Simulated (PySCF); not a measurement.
GaH (charge +1, doublet)

```json
{"atom": "Ga", "x (Å)": "0.0000", "y (Å)": "0.0000", "z (Å)": "-0.0244"}
{"atom": "H", "x (Å)": "0.0000", "y (Å)": "0.0000", "z (Å)": "1.6716"}
```

The calculation used PBE0/cc-pVDZ(-PP), non-relativistic Hamiltonian with scalar-relativistic core potentials where named, at a bond length of 1.696 Å in PySCF 2.14.0.

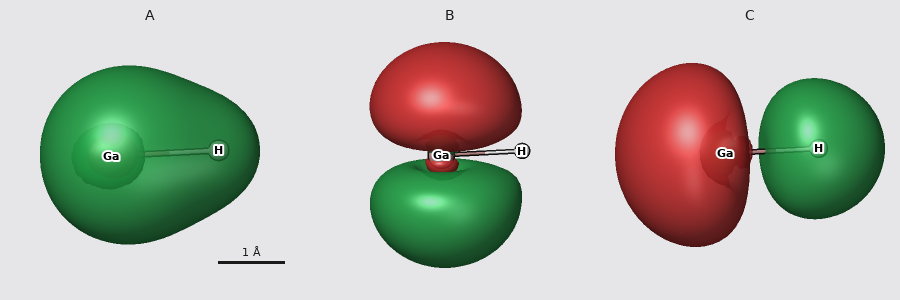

Figure 1. Three frontier β-spin orbitals, each drawn at the value that holds 80 % of its norm (green and red are the two phases), in no order; of a degenerate pair one member is drawn.

Name the orbitals and rank them from lowest to highest energy.

Answer. Orbital A: σ, occupied in this spin, −18.07 eV; mainly on Ga (75 %).
Orbital C: σ, empty in this spin, −10.70 eV; shared between the atoms (Ga 70 %, H 30 %).
Orbital B: π, empty in this spin, −7.98 eV; almost wholly on Ga.

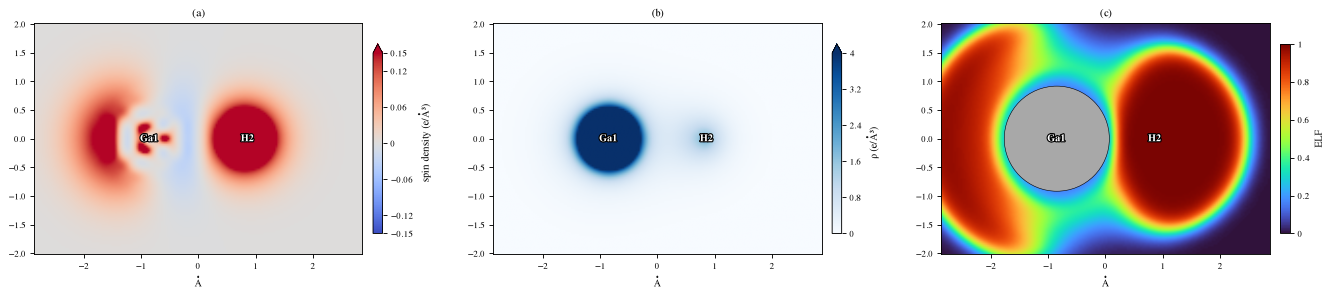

Figure 2. (a) spin density (α minus β); (b) total electron density; (c) electron localisation function on a plane that holds the molecular axis. Grey discs cover the atomic cores in the ELF map.

Describe what can be read from this map.

Answer. The plane passes through Ga and H nuclei.
Ga–H (1.70 Å): ρ at the midpoint is about 0.72 e/Å³; the ELF climbs to about 1 towards the hydrogen.
The unpaired spin (1 electron) lies mostly on Ga1 (about 0.6) and H2 (about 0.4), in electrons by Hirshfeld's partition.

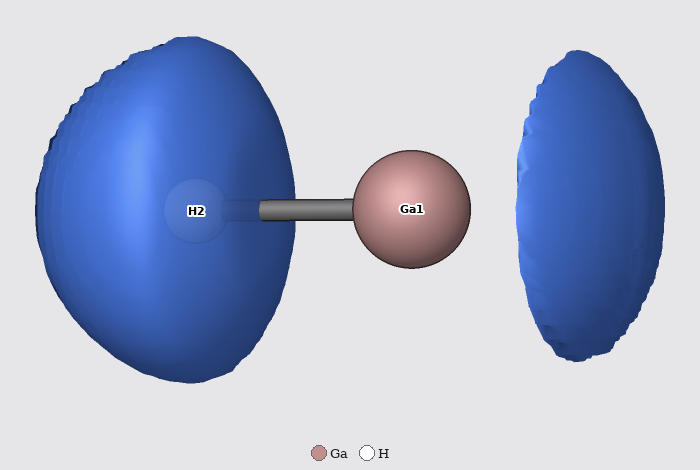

Figure 3. Isosurface of the ELF at 0.9 (blue), seen from one side. Core shells and regions of very low density are left out.

Describe the localisation domains.

Answer. The surface consists of one region around a hydrogen nucleus and one lobe on Ga, pointing away from the bonds (non-bonding electrons).
